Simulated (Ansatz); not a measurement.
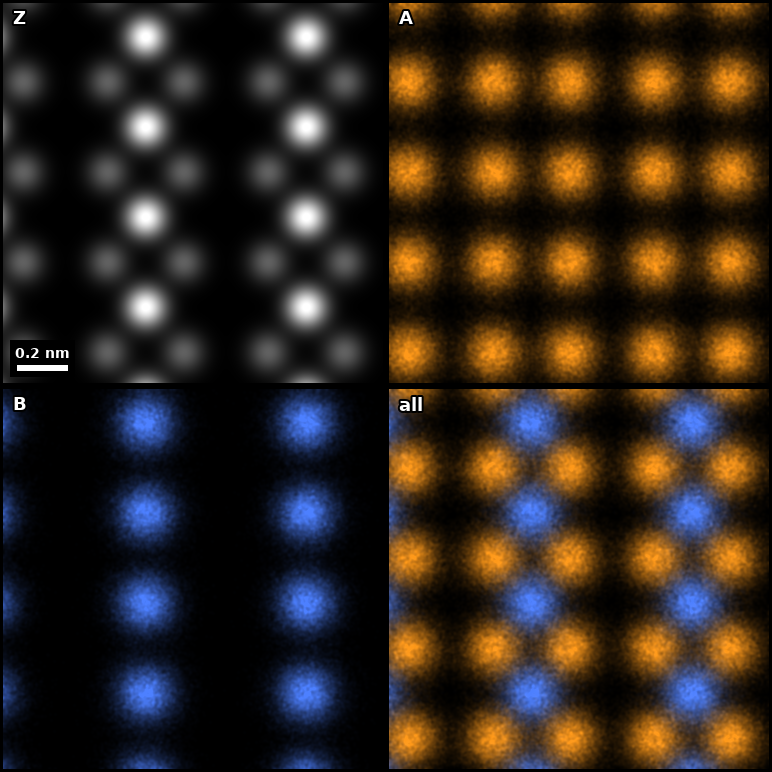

YbBi (P4/nmm, No. 129) along [110]. Panel Z: Simulated incoherent Z contrast: every atom adds Z^1.8 spread by a probe of 1.30 Å full width; channelling and multiple scattering are left out. The other panels are simulated element maps (the number of atoms of one element along the beam, blurred by 1.7 Å, with counting noise; each on its own scale, no channelling); the last overlays them. Atomic positions: the input geometry of a calculation; the starting structure was generated, so it need not be a known form of this composition.

```cif
data_structure
_symmetry_space_group_name_H-M 'P4/nmm:1'
_symmetry_Int_Tables_number 129
_cell_length_a 5.0336
_cell_length_b 5.0336
_cell_length_c 6.3428
_cell_angle_alpha 90.000
_cell_angle_beta 90.000
_cell_angle_gamma 90.000
_cell_volume 160.71
loop_
_atom_site_label
_atom_site_type_symbol
_atom_site_symmetry_multiplicity
_atom_site_Wyckoff_symbol
_atom_site_fract_x
_atom_site_fract_y
_atom_site_fract_z
_atom_site_occupancy
Yb1 Yb 2 c 0.50000 0.00000 0.23680 1
Bi1 Bi 2 a 0.00000 0.00000 0.00000 1
```

Question: Which element does each lettered map show?

Answer: A: Yb, B: Bi. The projected cell (3.56 × 6.34 Å, 90°) holds 3 columns: 2 of Yb and 1 of Bi. No column is shared by two of the mapped elements.
